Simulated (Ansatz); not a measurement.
Fields on a plane of CoSi (FeSi type, space group P2_13)

```
CoSi
1.0
    4.38574     0.00000     0.00000
    0.00000     4.38574     0.00000
    0.00000     0.00000     4.38574
Co Si
4 4
Direct
  0.14563   0.14563   0.14563
  0.64563   0.35437   0.85437
  0.85437   0.64563   0.35437
  0.35437   0.85437   0.64563
  0.84329   0.84329   0.84329
  0.34329   0.65671   0.15671
  0.15671   0.34329   0.65671
  0.65671   0.15671   0.34329
```

The slice is a {100} plane (indices of the conventional cell) through the point (0.646, 0.354, 0.854) (fractional), spanned by u = [100] and v = [010] in vectors of this cell: u (4.39 Å) and v (4.39 Å, at 90° to u). It covers one period; positions are fractions (u, v).

Atoms on it: Co at (0.00, 0.00); Si at (0.20, 0.49). Other atoms lie within 1 Å of the plane.

The numbers are results of PBEsol (plane waves to 420 eV, PAW, scalar-relativistic; Ansatz, an electronic-structure program), not measurements. k mesh 11×11×11. Inside the PAW spheres the values are not all-electron values, and peaks at nuclei hang on which shells count as valence. At this level the bands of CoSi touch or barely overlap. CoSi is run without spin polarisation. CoSi was relaxed with its symmetry unable to fall.

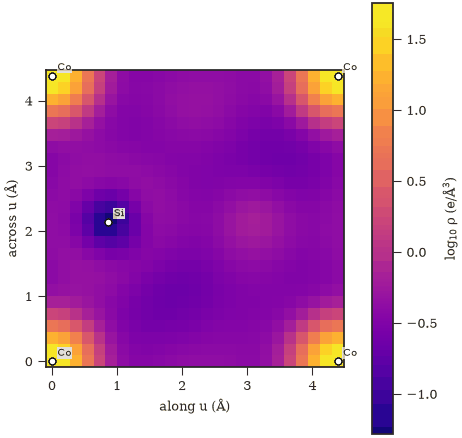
Figure. Log₁₀ of the valence density in e/Å³, one period of the plane, atoms marked. The scale is logarithmic, as a density can span decades between atoms and voids.

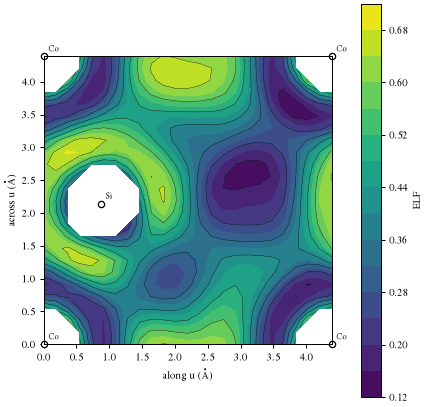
Figure: Electron localisation function (ELF), one period of the plane, atoms marked. Points within 0.5 Å of a nucleus are left white, as the pseudised field means little there.

| Property | Result |
|---|---|
| Density on the Co–Si line (2.31 Å) at its midpoint | 0.48 e/Å³ |
| ELF at that point | 0.5 |
| ELF maximum in the middle third of the Co–Si line | 0.67, 1.4 Å from Co |
